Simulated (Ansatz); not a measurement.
## Two runs on CH$_{4}$AlClS

System: CH$_{4}$AlClS.
Method of run 1: RKS SPW92/def2-TZVPP (Ansatz 0.2.0).

The geometry comes from this level: PBE0-D4/def2-TZVP. Text and figures count atoms from 1; the logs count them from 0 in places.

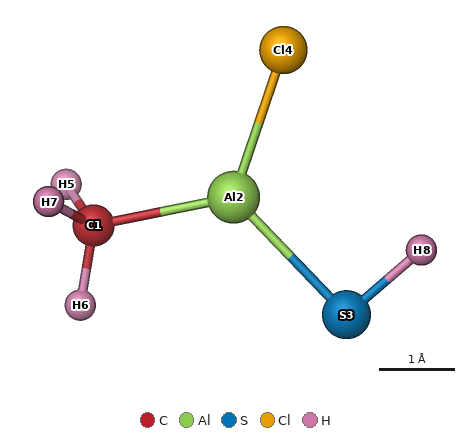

The structure (ball-and-stick view, seen on its broad side; atoms are numbered from 1 in the order of the input). Sticks mark near contacts. Bond lengths as drawn: Al–C 1.93 Å, Al–Cl 2.10 Å, Al–S 2.18 Å, C–H 1.09 Å and H–S 1.34 Å.

## The input, run 1
```yaml
crystal:
  periodic: [false, false, false]
  atoms:
    - {symbol: C, position_ang: [-0.334115, 1.323213, -0.263981]}
    - {symbol: Al, position_ang: [0.071001, -0.559258, -0.098380]}
    - {symbol: S, position_ang: [0.975182, -1.393466, 1.697252]}
    - {symbol: Cl, position_ang: [-0.348836, -1.896478, -1.664640]}
    - {symbol: H, position_ang: [-1.400770, 1.472762, -0.453645]}
    - {symbol: H, position_ang: [-0.065062, 1.877672, 0.637686]}
    - {symbol: H, position_ang: [0.205486, 1.760190, -1.109028]}
    - {symbol: H, position_ang: [0.989215, -2.641835, 1.198937]}
basis:
  gaussian: {orbitals: def2-TZVPP}
hamiltonian: {xc: lda}
output: {orbitals: {seedname: orbitals}}
```

Hardware: 2 CPU threads, shared host.

## Output (run 1)
```
Functional definition: SPW92
  exchange = slater_x
  correlation = pw_c
1263 factors; their error is unknown
mean field evaluation 1: about -30933.8032 eV, gradient 7.0e1 eV
mean field evaluation 2: about -30915.0392 eV, gradient 9.6e1 eV
mean field evaluation 4: about -30944.9676 eV, gradient 1.0e1 eV
mean field evaluation 8: about -30945.1825 eV, gradient 1.6e-1 eV
mean field evaluation 16: about -30945.1617 eV, gradient 3.4e-4 eV
mean field -30945.16165965 eV, -1137.2137156083 hartree, gradient 1.9e-5 eV, S^2 0.000000; 0 other end points of the search recorded, 0 dependent functions left out
reference -30945.16169779 eV, -1137.2137170099 hartree; 28, 28 occupied and 185, 185 virtual orbitals, 1263 factors
Total energy: -30945.16169779 eV, -1137.2137170099 hartree
```

Run 2 used a changed input.

## The two runs side by side

| quantity | run 1 | run 2 |
| --- | --- | --- |
| outcome | converged | converged |
| total energy (hartree) | −1137.213717 | −1141.336485 |
| HOMO (eV) | −6.78 | −10.22 |
| LUMO (eV) | −1.71 | 1.23 |
| basis functions | 213 | 213 |
| wall time (shared host) | 1.5 s | 8.5 s |

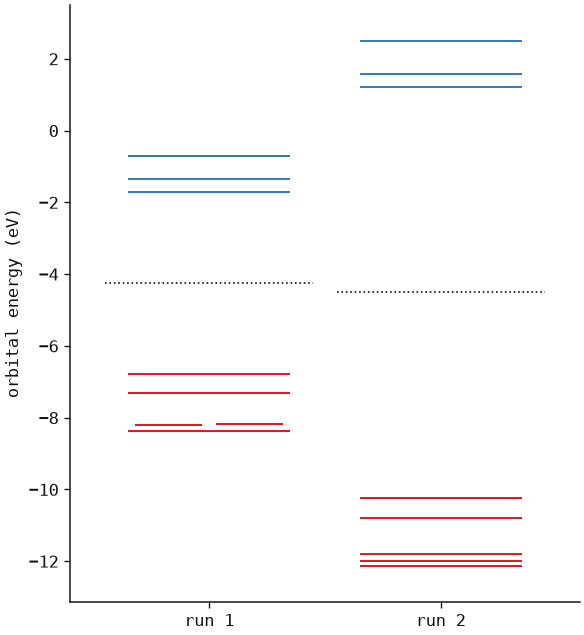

The five highest filled and three lowest empty orbital energies of the two runs; the dotted lines part filled from empty levels. The HOMO–LUMO gap is 5.07 eV in run 1 and 11.45 eV in run 2.

What was changed in the input?

The change (lines with − go, lines with + come):
```diff
-hamiltonian: {xc: lda}
+hamiltonian: {xc: {name: wB97X-V}}
```

The total energies belong to different methods, so their difference says nothing on which is more stable or more accurate. The HOMO goes from −6.78 to −10.22 eV. The LUMO goes from −1.71 to 1.23 eV.

## Output (run 2)
```
Functional definition: wB97X-V
  parameter omega = 0.3/bohr
  parameter cx = 0.167
  parameter cx1 = 0.603
  parameter cx2 = 1.194
  parameter css0 = 0.556
  parameter css1 = -0.257
  parameter cos0 = 1.219
  parameter cos1 = -1.850
  parameter b = 6.0
  parameter c = 0.01
  exchange = spin_sum(e_x_unif_sr(omega)*poly(b97_u_x, 1 - cx, cx1, cx2)) + cx*exact_x_sr(omega) + exact_x_lr(omega)
  correlation = spin_sum(e_c_pw_same_spin*poly(b97_u_same, css0, css1))
      + integral(e_c_pw_opposite_spin*poly(b97_u_opposite, cos0, cos1)) + vv10(b, c)
1305 factors; their error is unknown
271 factors; integrals over basis functions are off by at most 2.4e-5 eV
mean field evaluation 1: about -31053.9415 eV, gradient 3.8e1 eV
mean field evaluation 2: about -31055.7143 eV, gradient 2.7e1 eV
mean field evaluation 4: about -31057.3149 eV, gradient 8.1e-1 eV
mean field evaluation 8: about -31057.3478 eV, gradient 2.7e-1 eV
mean field evaluation 16: about -31057.3479 eV, gradient 4.6e-5 eV
mean field -31057.34793793 eV, -1141.3364852925 hartree, gradient 4.6e-5 eV, S^2 0.000000; 0 other end points of the search recorded, 0 dependent functions left out
reference -31057.34793597 eV, -1141.3364852204 hartree; 28, 28 occupied and 185, 185 virtual orbitals, 1305 factors
Total energy: -31057.34793597 eV, -1141.3364852204 hartree
```
